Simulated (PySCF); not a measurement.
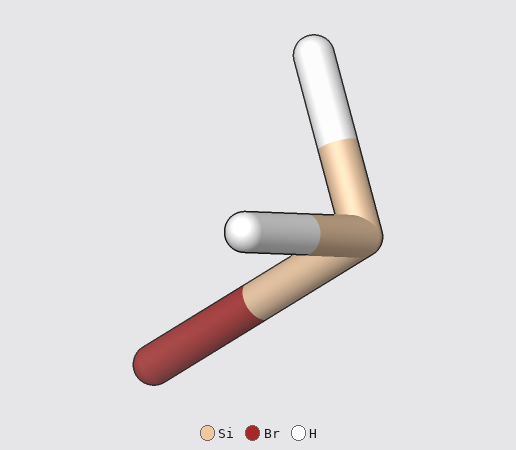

State: charge −1, singlet. Computed geometry: PBE0-D3(BJ)/def2-SVP optimisation. No frequency run is at hand to confirm it as a minimum.

Draw it as a skeletal formula.

SMILES: [SiH2-]Br

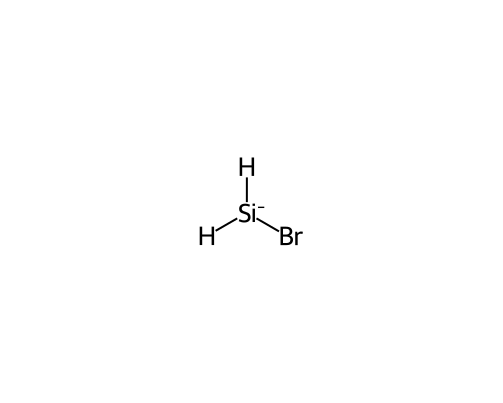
